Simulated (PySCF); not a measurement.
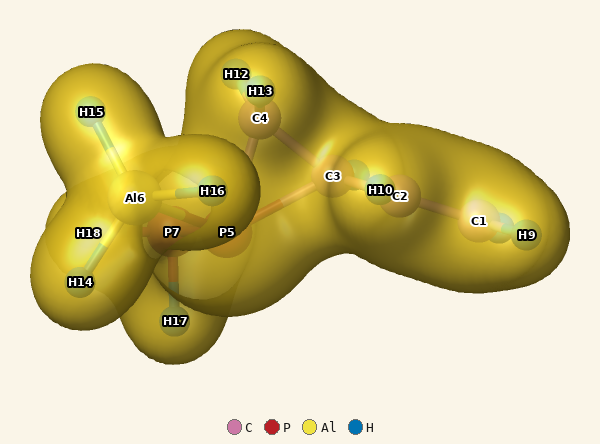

Figure 1: C₄H₁₁AlP₂. Isosurface of the electron density at 0.15 e/Å³ (yellow), seen from one side.

Geometry: GFN2-xTB.

Theory: PBE0/pcSseg-1, SCF density, gas phase, non-relativistic (PySCF).

Input

```
{"job": {"kind": "nmr", "xc": "PBE0", "basis": "pcSseg-1"}, "charge": 0, "multiplicity": 1}
C     -2.944737     0.446183     1.412279
C     -1.851703    -0.150999     0.962413
C     -1.014074     0.383593    -0.114194
C     -0.149730    -0.533391    -0.912080
P      0.820616     0.495672     0.274557
Al     2.183646    -1.580307     0.607995
P      1.480679     2.038842    -1.089235
H     -3.290687     1.380234     1.000270
H     -3.536344     0.022947     2.204437
H     -1.511199    -1.085689     1.390988
H     -1.415829     1.254466    -0.626628
H     -0.039325    -0.331346    -1.971021
H     -0.196422    -1.593241    -0.668956
H      3.350534    -0.824329     1.335564
H      2.438649    -2.010212    -0.883141
H      1.076243    -2.347064     1.414538
H      1.815889     2.923519    -0.063236
H      2.775033     1.517441    -1.139524
```

Command:

```sh
OMP_NUM_THREADS=1 python probes_run.py task.json out
```

**What does this surface tell about the bonding?**

At this value the surface is in one piece. It bridges the sampled C–C (1.32 Å), C–P (1.85 Å), P–P (2.16 Å) and Al–P (2.51 Å) contacts, where the density stays above the isovalue. On the grid the lowest density along these lines, outside the cores, is 2.3 e/Å³ (C–C, 1.32 Å), 0.93 e/Å³ (C–P, 1.85 Å), 0.87 e/Å³ (P–P, 2.16 Å) and 0.23 e/Å³ (Al–P, 2.51 Å).
